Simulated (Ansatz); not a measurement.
**C3H5ClSi: density, localisation and related maps**

Input file:

```
crystal:
  periodic: [false, false, false]
  atoms:
    - { symbol: C, position_ang: [-0.6509, 1.9599, -0.501] }
    - { symbol: C, position_ang: [-0.3565, 0.75, -0.5547] }
    - { symbol: C, position_ang: [-0.0418, -0.4982, -0.6287] }
    - { symbol: Si, position_ang: [0.6579, -1.3452, 0.8786] }
    - { symbol: Cl, position_ang: [-0.1567, -1.2157, -2.2023] }
    - { symbol: H, position_ang: [-0.1953, 2.7529, -1.1347] }
    - { symbol: H, position_ang: [-1.4935, 2.3355, 0.1184] }
    - { symbol: H, position_ang: [0.7476, -2.8025, 0.6454] }
    - { symbol: H, position_ang: [-0.3489, -1.1421, 2.0633] }
    - { symbol: H, position_ang: [1.9212, -0.8458, 1.3186] }
basis:
  gaussian: { orbitals: def2-SVP }
hamiltonian:
  xc: pbe
  dispersion: d4
relax:
  f_tol: 0.02
  max_steps: 50
output:
  orbitals: {}
```

Command:

```sh
ansatz run input.yaml --threads 2 --pin off --max-ram 3072MiB --backend cpu --events-out ev --progress --plain --runs-dir out
```

The fields are those of the run's last geometry, not of the input's.

All numbers below come from Ansatz, RKS PBE-D4/def2-SVP.

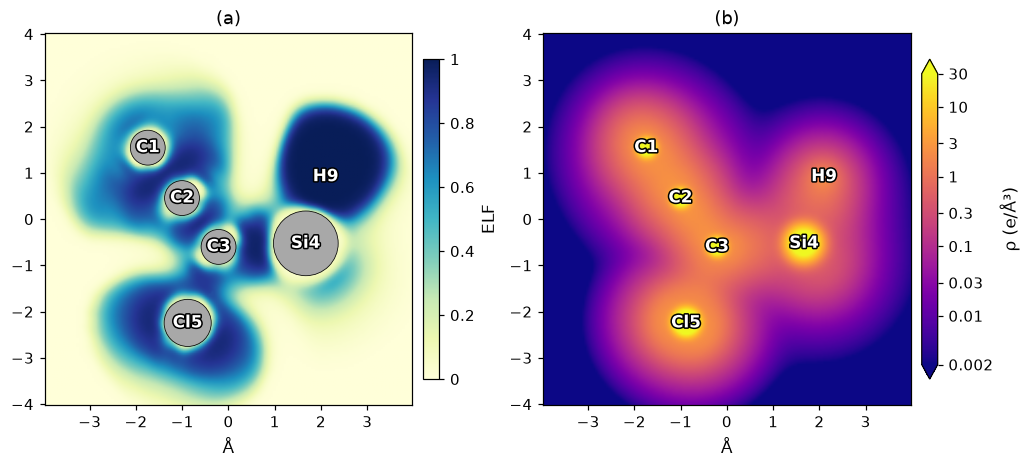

Figure 1. (a) ELF; (b) total electron density on the plane of atoms C2, C3 and Cl5. Grey discs cover the atomic cores in the ELF map.

Describe what can be read from this map.

The plane passes through C, Si, Cl and H nuclei.
C–C (1.32 Å): ρ at the midpoint is about 2.3 e/Å³; the ELF peaks at about 0.90 between the atoms: a multiple bond.
C–Cl (1.77 Å): ρ is about 1.3 e/Å³ halfway; the ELF peaks at about 0.85 between the atoms; a shared electron pair.
C–Si (1.89 Å): ρ is about 0.9 e/Å³ halfway; the ELF peaks at about 0.95 between the atoms (localised, covalent bonding).
Si–H (1.50 Å): ρ at the midpoint is about 0.75 e/Å³; the ELF climbs to about 1 towards the hydrogen, as it does in any bond to H.
The ELF also peaks beside Cl5, away from the bonds: lone-pair regions.

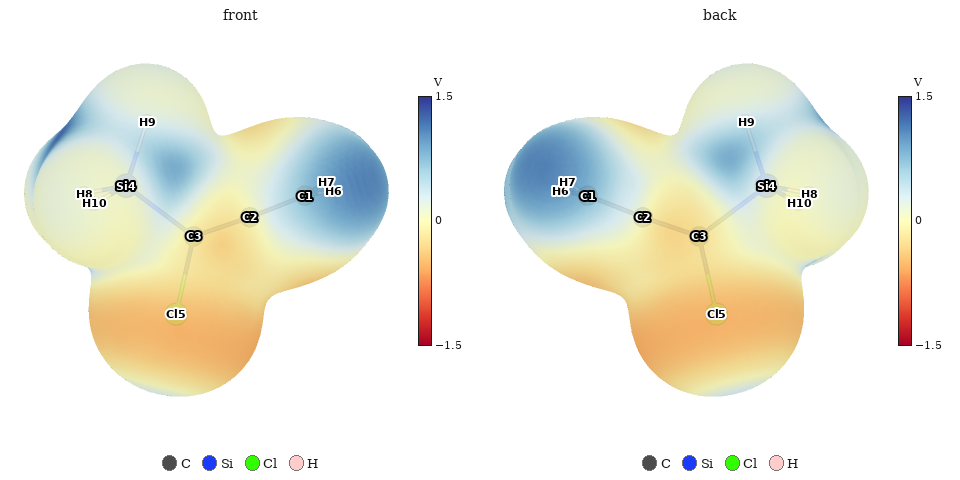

Figure 2. The molecular electrostatic potential painted on the density surface at 0.002 e/bohr³, seen from the front and from behind; red is negative and blue positive.

Where is the surface potential most negative and most positive?

The most negative region (about −0.6 V) lies over Cl5, the most positive (about +1.1 V) over Si4, H6 and H7. Cl5 shows a σ-hole: about +0.3 V at the tip opposite its bond, against about −0.5 V on its flanks.

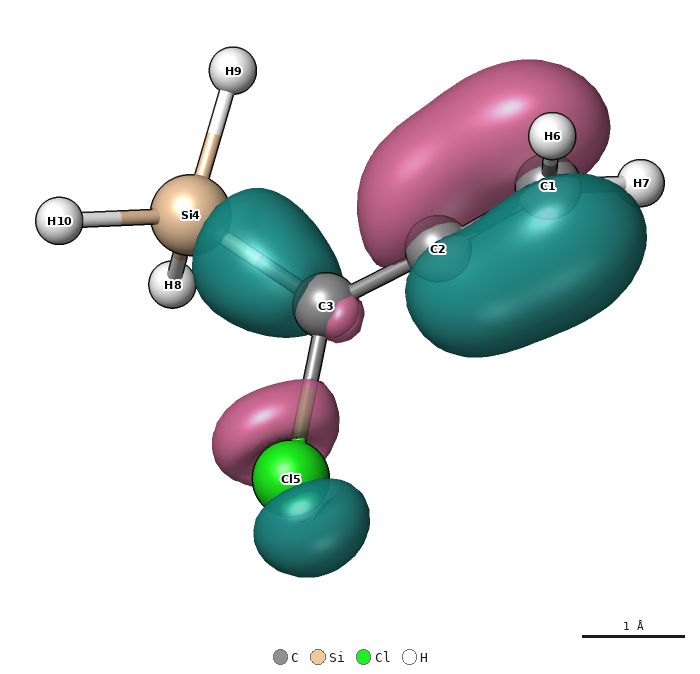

Figure 3. The HOMO−1 at ±0.15 Å⁻³ᐟ² (teal and pink are the two phases), seen at a tilt.

Where does this orbital lie, and at what energy?

Its weight (Hirshfeld) is mainly on C1 (about 35 %), C2 (about 25 %), Cl5 (about 10 %), C3 (about 10 %) and Si4 (about 10 %); π-bonding across C1–C2. Its energy is −6.84 eV.

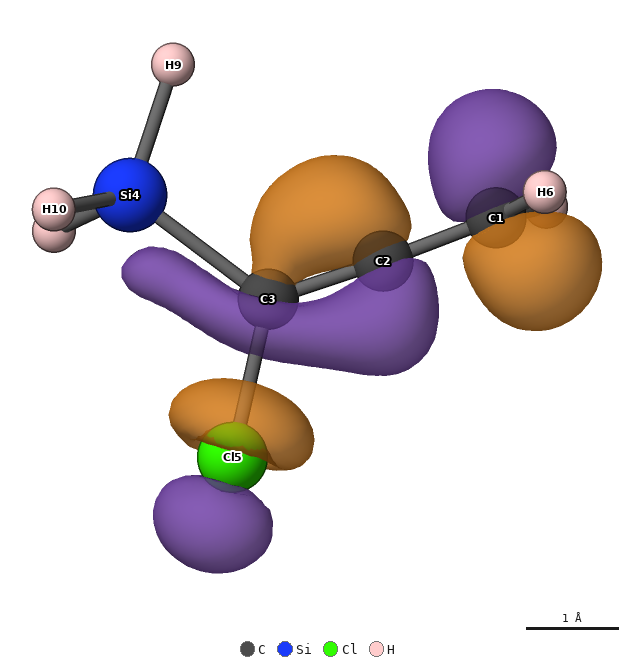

Figure 4. The LUMO at ±0.15 Å⁻³ᐟ² (orange and purple are the two phases), seen across its widest extent.

What is the character of this orbital?

It lies mainly on C1 (about 30 %), C2 (about 25 %), Cl5 (about 20 %) and C3 (about 15 %). Its energy is −1.83 eV.
